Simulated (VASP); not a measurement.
Shape and ions are relaxed at each volume.

Energy against volume of Sc (hcp). Level of theory: RPBE GGA, VASP's PBE PAW potentials (set 64) (plane waves; VASP 6.6.1).

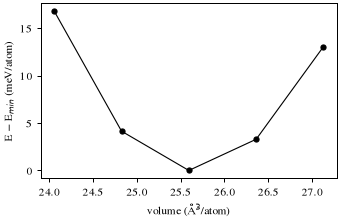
*Energy against volume*

Question: Estimate the equilibrium volume and the bulk modulus.

Answer: The minimum lies near 25.6 Å³/atom, and the curvature gives B0 of about 51 GPa.

The compound is Sc in the hcp structure. It was relaxed first.
